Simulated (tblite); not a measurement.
```xyz
19
charge 0, multiplicity 1
F     2.6217    0.2543   -1.3622
C     2.8499   -0.5124   -0.2629
F     2.8555   -1.7946   -0.7097
C     1.7794   -0.3051    0.7728
Si    0.0696   -0.6048   -0.0083
C    -0.7672    0.8733   -0.8602
C    -2.2123    0.6234   -0.4343
C    -2.1795    0.0901    1.0000
O    -1.0348   -0.7075    1.1932
H     3.8732   -0.2876    0.0798
H     1.9533   -1.0105    1.5809
H     1.8819    0.6997    1.1769
H     0.0636   -1.8232   -0.8182
H    -0.6762    0.9177   -1.9407
H    -0.4147    1.8252   -0.4619
H    -2.8337    1.5170   -0.4958
H    -2.6431   -0.1414   -1.0814
H    -2.1375    0.9152    1.7191
H    -3.0588   -0.5195    1.2238
```

Describe the molecule in this file.

Formula C₅H₁₀F₂OSi. Its SMILES string is `FC(F)C[Si@@H]1CCCO1`. Independent rings (smallest set): 1 of 5 members. Among its groups: C–F bond, Si–H bond, Si–O bond. This geometry has C1 symmetry. Coordination, clear cases only: 5 C tetrahedral; 1 O bent.

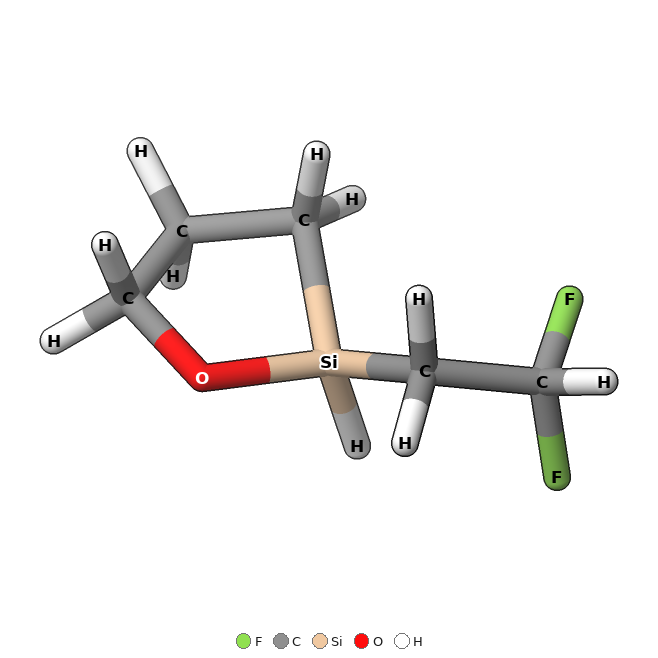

Source: calculation with tblite.
